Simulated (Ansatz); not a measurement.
Input file:

```
basis:
  gaussian:
    orbitals: def2-TZVPD
crystal:
  periodic: [false, false, false]
  atoms:
    - {symbol: C, position_ang: [-2.815674, 1.639752, 0.899790]}
    - {symbol: In, position_ang: [0.301024, 0.377955, 0.464125]}
    - {symbol: N, position_ang: [-1.658698, 1.171330, 0.737790]}
    - {symbol: H, position_ang: [-3.239382, 1.914178, 1.907499]}
    - {symbol: H, position_ang: [-3.534159, 1.827762, 0.051999]}
hamiltonian:
  xc: pbe0
output:
  forces: true
  orbitals: {seedname: orbitals}
```

Launched as:

```sh
ansatz run input.yaml --threads 1 --pin off --max-ram 2610MiB --events-out events.jsonl --progress --plain --runs-dir runs
```

Geometry: PBE-D3(BJ)/def2-SVP; core potentials replace the inner electrons of In.

All numbers below come from isolated molecule in a Gaussian basis; Kohn-Sham density functional theory, functional PBE0 in Ansatz 0.2.0.

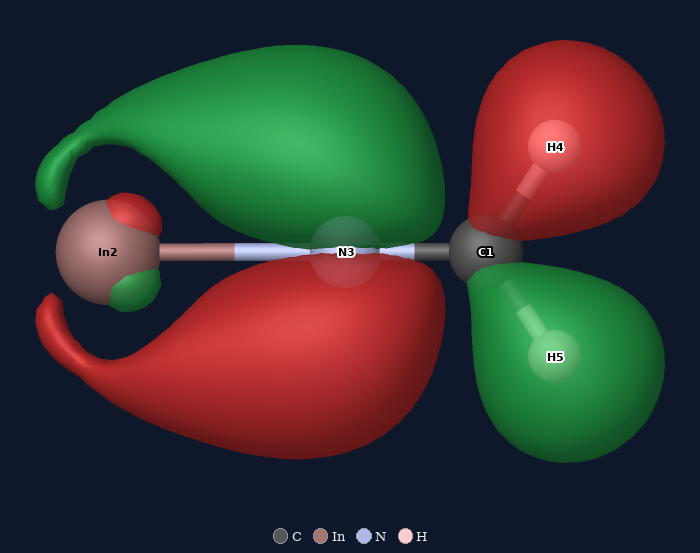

CH$_{2}$InN. The HOMO at ±0.08 Å⁻³ᐟ² (green and red are the two phases), seen across its widest extent.

Describe this orbital and give its energy.

Its weight (Hirshfeld) is mainly on N3 (about 55 %), In2 (about 15 %), C1 (about 15 %), H4 (about 10 %) and H5 (about 10 %); it is symmetric in the molecular plane (an in-plane orbital: σ, lone-pair or in-plane π type). Its energy is −5.55 eV.
